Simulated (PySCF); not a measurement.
```yaml
atoms:
  - { symbol: C, position_ang: [2.9721, 0.3067, 0.2213] }
  - { symbol: C, position_ang: [1.6056, 0.1681, 0.1213] }
  - { symbol: C, position_ang: [0.8447, 0.9176, -0.8202] }
  - { symbol: C, position_ang: [-0.5139, 0.7711, -0.9109] }
  - { symbol: C, position_ang: [-1.2072, -0.1163, -0.0814] }
  - { symbol: C, position_ang: [-2.6879, -0.2805, -0.2064] }
  - { symbol: C, position_ang: [-0.4766, -0.8601, 0.8500] }
  - { symbol: C, position_ang: [0.8828, -0.7307, 0.9556] }
  - { symbol: H, position_ang: [3.5399, -0.2645, 0.9334] }
  - { symbol: H, position_ang: [3.5109, 0.9885, -0.4115] }
  - { symbol: H, position_ang: [1.3634, 1.6116, -1.4659] }
  - { symbol: H, position_ang: [-1.0693, 1.3517, -1.6347] }
  - { symbol: H, position_ang: [-3.1223, -0.6239, 0.7297] }
  - { symbol: H, position_ang: [-3.1601, 0.6563, -0.4957] }
  - { symbol: H, position_ang: [-2.9191, -1.0205, -0.9749] }
  - { symbol: H, position_ang: [-1.0003, -1.5495, 1.4983] }
  - { symbol: H, position_ang: [1.4303, -1.3136, 1.6820] }
```

Geometry: GFN2-xTB.

Theory: UKS B3LYP, pcH-1 on C H, non-relativistic, mean-field spin-orbit, GIAO in PySCF 2.14.0, density-fitted response routines.

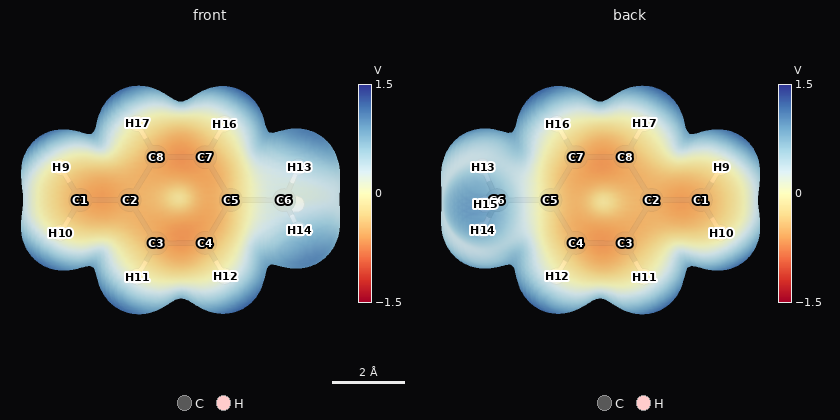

C₈H₉ (doublet). The molecular electrostatic potential painted on the density surface at 0.004 e/bohr³, seen from the front and from behind; red is negative and blue positive.

Where is the surface potential most negative and most positive?

The most negative region (about −0.7 V, or −16 kcal/mol for a unit charge) lies over the π face of the C atoms, the most positive (about +1.2 V, or +28 kcal/mol for a unit charge) over the H atoms.
